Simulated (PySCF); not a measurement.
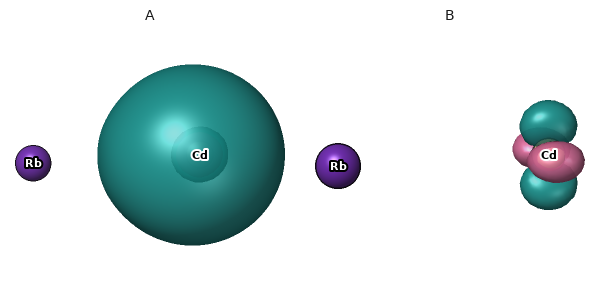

Figure 1: RbCd (charge +1). Two frontier orbitals, each drawn at the value that holds 80 % of its norm (teal and pink are the two phases), in no order; of a degenerate pair one member is drawn.

Core potentials replace the inner electrons of Rb and Cd.

Method: PBE0/def2-SVP, non-relativistic Hamiltonian with scalar-relativistic core potentials where named, at a bond length of 3.862 Å in PySCF 2.14.0.

> Label each orbital by symmetry, say whether it is occupied, and order them by energy.

Orbital B: δ, occupied, −17.62 eV; almost wholly on Cd.
Orbital A: σ, occupied, −10.20 eV; mainly on Cd (95 %).
